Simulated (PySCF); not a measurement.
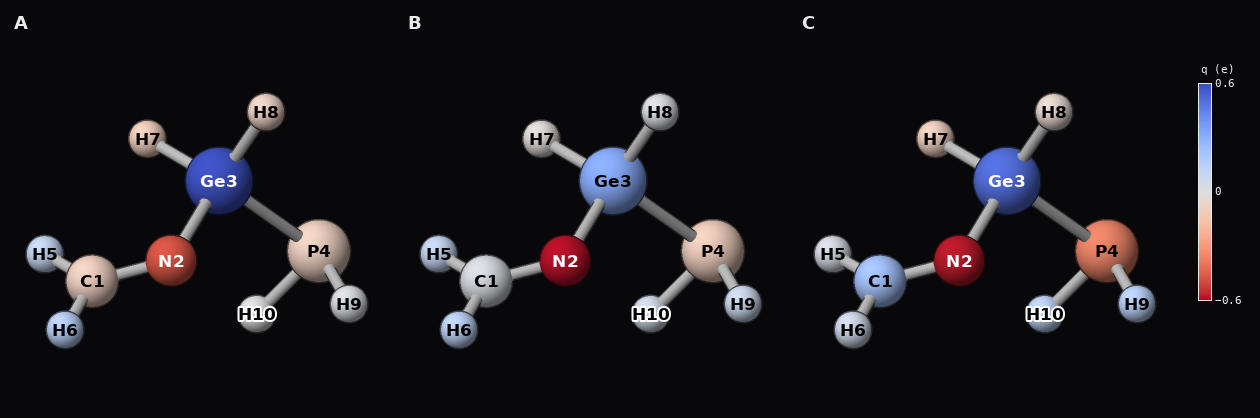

Atomic charges of one calculation by 3 schemes, on one colour scale. The geometry was computed by an optimisation with PBE0-D3(BJ)/def2-SVP. No frequency run is at hand to confirm it as a minimum. Level of theory: PBE0/pcSseg-1 (PySCF 2.14.0).

### The schemes are ESP-fitted, IAO, Mulliken. Which panel shows which?

A IAO, B Mulliken, C ESP-fitted.

List the charges (e), one line for each set of equivalent atoms.

```tsv
atom	IAO	Mulliken	ESP-fitted
C1	−0.09	0.02	0.21
N2	−0.47	−0.58	−0.57
Ge3	0.58	0.31	0.50
P4	−0.09	−0.10	−0.35
H5	0.10	0.10	0.03
H6	0.14	0.13	0.06
H7	−0.10	−0.01	−0.09
H8	−0.08	0.01	−0.05
H9	0.01	0.07	0.14
H10	0.00	0.06	0.12
```
